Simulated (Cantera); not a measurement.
Input: 1 mol CCl₄, 1.3 mol HCl, equilibrated at 0.0195 Torr.

Cantera equilibrium calculation (NASA polynomials, part measured and part estimated; ideal gas, pure solids and liquids). Candidate condensed phases: C, C₆H₆, C₇H₈, C₈H₁₈; 91 gas species. The numbers say what is thermodynamically allowed, not how fast it happens.

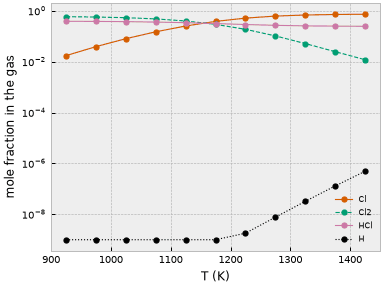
Fig. 1. Equilibrium gas composition (values under 1e-9 drawn at 1e-9)

Question: Read off the mole fractions at 1075 K.

Answer: Cl₂ about 0.49, HCl about 0.36, Cl about 0.15.
